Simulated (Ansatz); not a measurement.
Take HfS2 in the CdI2 type structure (space group P-3m1, No. 164; a = 3.606 Å, c = 5.768 Å; layered, stacked along the Cartesian z axis) as the base.

It is then changed as follows: Ti replaces 50.0 % of the Hf, ordered in a cell of 6 atoms (starting symmetry P-3m1) and fully relaxed.

Computed with PBE-D3(BJ) (Ansatz, an electronic-structure program, PAW, spin-orbit coupling left out).

The zone is the changed cell's own and can be folded.

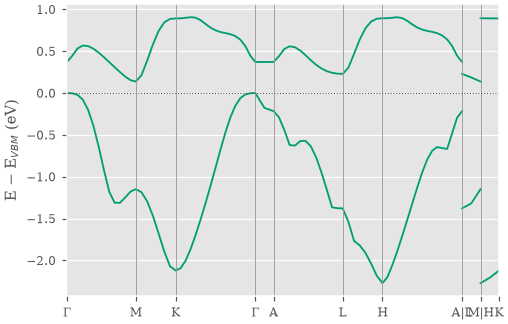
Highest valence and lowest conduction band along the path of the changed cell's own zone

### Question
Read the changed gap and its character from the plot.

### Answer
About 0.14 eV, indirect, Γ → M.

These are small ordered cells, not random alloys; other orderings at the same x differ. With Hf present, leaving out spin-orbit coupling can change the band edges. Whether these cells are dynamically stable was not tested. The final runs are not spin-polarised. The zero or small gap of HfTiS4 can change with the level of theory.
